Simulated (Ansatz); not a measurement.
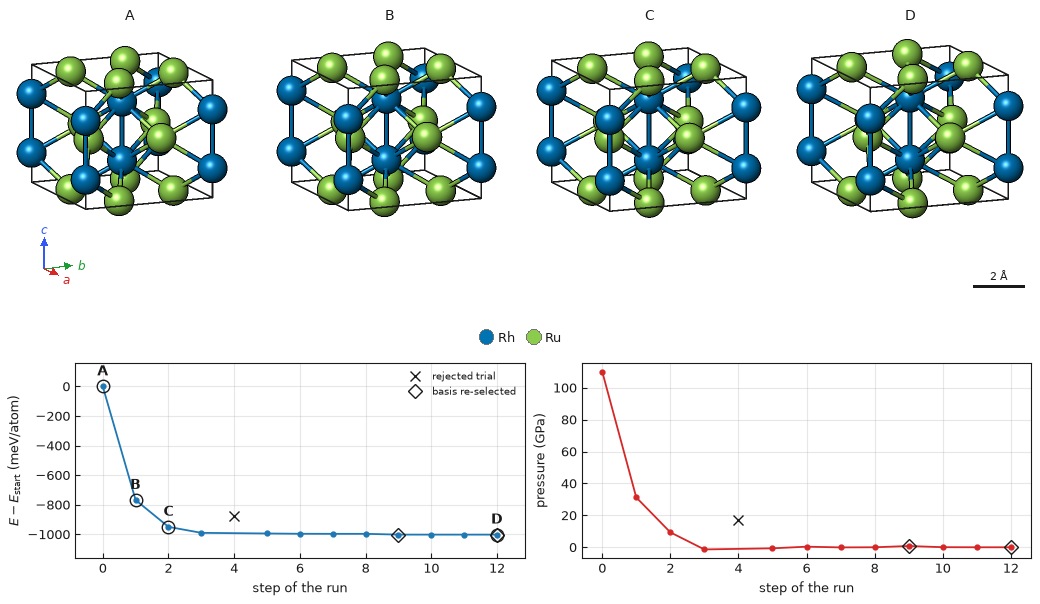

Frames of a relaxation of solid Ru2Rh (a generated structure, set up in I4/mcm), marked on the history of the run. The picture is a ball-and-stick view of the conventional cell (2 times the calculation's cell), seen slightly off an axis. Lengths and directions refer to the drawn axes.

The start is a swapped structure.

Computed with DFT, PAW plane waves, PBEsol (Ansatz 0.2.0).

The input:
```yaml
crystal:
  lattice:
    - [-2.70681649, 2.70681649, 2.36491623]
    - [2.70681649, -2.70681649, 2.36491623]
    - [2.70681649, 2.70681649, -2.36491623]
  atoms:
    - { symbol: Rh, position: [0.25, 0.25, 0.0] }
    - { symbol: Rh, position: [0.75, 0.75, 0.0] }
    - { symbol: Ru, position: [0.666, 0.166, 0.832] }
    - { symbol: Ru, position: [0.166, 0.334, 0.5] }
    - { symbol: Ru, position: [0.334, 0.834, 0.168] }
    - { symbol: Ru, position: [0.834, 0.666, 0.5] }
  symmetry: { tolerance: 0.0003 }
kpoints:
  mp_grid: { grid: [7, 7, 7], shift: [0, 0, 0] }
magnetization:
  spin_polarized: false
scf:
  occupations: { method: fermi_dirac }
  lower_state_search: "off"
hamiltonian:
  pseudopotentials: { kind: paw }
  xc: pbesol
basis:
  ecutwfc: 420
  fft_grid_basis: typed
relax:
  max_steps: 40
  cell: { p_target: 0.0 }
output:
  forces: true
  stress: true
  eigenvalues: true
  bader: true
  populations: true
  elf: true
  write_potential: true
  volumetric_format: npy
  dos:
    e_range: [-12, 8]
    de: 0.05
    projected: { site_lists: { Rh: [Rh], Ru: [Ru] } }
checkpoint:
  read: saved_state
```

Command:
```bash
ansatz run input.yaml --threads 2 --pin off --max-ram 2560MiB --backend cpu --events-out ev --progress --plain --runs-dir out
```

Describe the path.

After 9 accepted moves (12 points after the start) the energy has fallen by 1002 meV per atom. The largest force component goes from 2.6 to under 0.0001 eV/Å. The pressure goes from 110.08 to 0.00 GPa. The line search rejected the trial step at point 4 of the run. At 2 points the geometry stayed and the basis and grid were re-selected for the new cell (energy shift of 5.2 meV per atom at most each time). The largest moves relative to the cell, 0.25 Å, are those of Ru3, Ru4, Ru5 and Ru6. Ru3 goes along [−1 −1 0]. Rh stays in place. Cell: a = b 5.414 → 5.889 Å (+8.8 %), c 4.730 → 4.981 Å (+5.3 %). Volume +24.6 %. Some distances before and after: Ru3–Ru5 2.692 → 3.132 Å, Ru3–Ru4 2.856 → 3.236 Å, Ru3–Ru5 (another image) 2.542 → 2.265 Å, Rh1–Ru3 2.340 → 2.605 Å. Bond angles that change, for instance: Rh1–Ru6–Rh1 148.1° → 137.2°, Rh1–Ru6–Ru4 106.0° → 111.4°, Rh1–Ru6–Rh2 109.8° → 106.1°. The space group stays I4/mcm (No. 140). Cost: 110 s on 2 threads of Arm Neoverse V1, on a shared host, peak memory 0.5 GiB. From step 0 to 1: Ru atoms move most (0.05 Å), volume +14.0 %, energy −768 meV per atom. From step 1 to 2: Ru atoms move most (0.10 Å), volume +5.1 %, energy −181 meV per atom. From step 2 to 12: Ru atoms move most (0.10 Å), volume +4.0 %, energy −52.4 meV per atom.

```csv
step,"E − E(0), meV/atom","largest force component, eV/Å","pressure, GPa","volume, Å³/atom",note
0,0.00,2.6336,110.08,11.552,
1,-767.97,1.4019,31.24,13.163,
2,-949.37,0.6578,9.38,13.836,
3,-989.77,0.3158,-1.35,14.348,
4,-876.66,2.8400,17.02,14.026,rejected
5,-994.13,0.2117,-0.65,14.339,
6,-996.08,0.1005,0.38,14.355,
7,-996.47,0.0014,-0.07,14.356,
8,-996.47,0.0003,0.01,14.352,
9,-1001.70,0.0024,0.79,14.352,"same geometry, new basis"
10,-1001.80,0.0001,0.06,14.390,
11,-1001.80,0.0000,0.00,14.394,
12,-1001.82,0.0000,0.00,14.394,"same geometry, new basis"
```
